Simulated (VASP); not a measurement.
Band structure of PbS (rock salt). Method: PBE GGA with spin-orbit coupling, VASP's PBE PAW potentials (set 64) (plane waves; VASP).

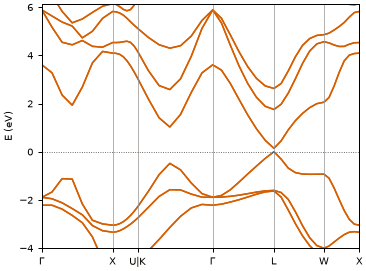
Figure. Bands along high-symmetry lines, zero at the valence-band maximum or, without a gap, the Fermi level

Read the plot: is there a gap, and where are the band edges?

The gap is direct, 0.14 eV, from the valence maximum at L to the conduction minimum at L.

Measured: gap 0.37 eV (computed value off by -0.23 eV), as given by Wikipedia, List of semiconductor materials.

The compound is PbS in the rock salt structure. It was relaxed first.
